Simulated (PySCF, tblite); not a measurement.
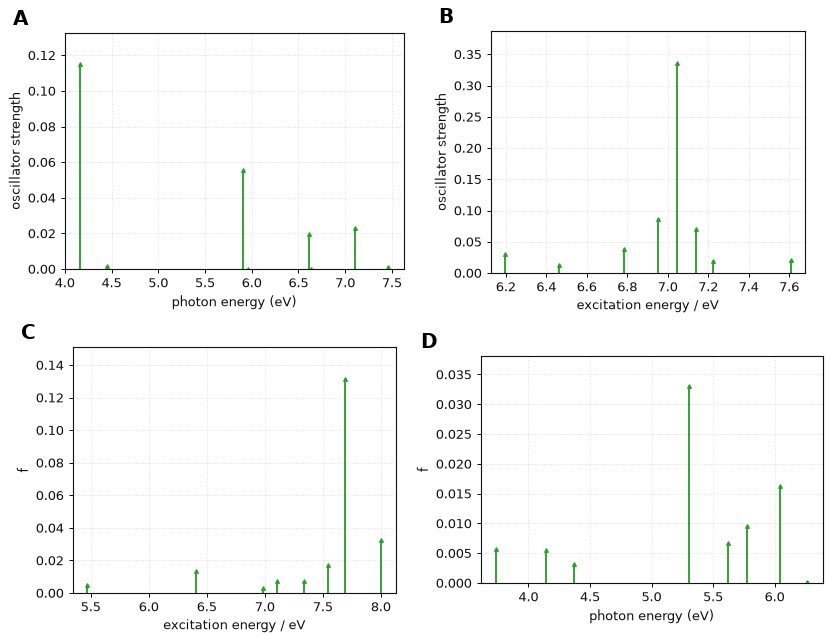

Vertical TDDFT excitations, CAM-B3LYP/def2-SVPD with PySCF 2.14.0, at a GFN2-xTB geometry (a minimum by its frequencies), gas phase. Each panel shows the lowest singlet states that were computed.

### Assign the panels.
1. C₃H₄FGaO₂, SMILES FC1=C[O][GaH2-][O+]=C1, singlet
2. C₄H₁₀OSSi, SMILES C=C(C)[Si@](C)(O)S
3. C₂H₆N₂Se₂Si, SMILES N#CC[Se][Se][SiH2]N
4. C₃H₇F₃SSi, SMILES CCS[SiH2]C(F)(F)F

A: 1 (S1 at 4.16 eV, brightest at 4.16 eV)
B: 2 (S1 at 6.20 eV, brightest at 7.05 eV)
C: 4 (S1 at 5.47 eV, brightest at 7.69 eV)
D: 3 (S1 at 3.74 eV, brightest at 5.31 eV)

Limits of at least one run: core orbitals are frozen in the response; one conformer of a flexible molecule; spin-orbit coupling is left out, and with Se it can shift these levels and split any degenerate set; the tight-binding geometry is rougher than a DFT one and adds to the error.
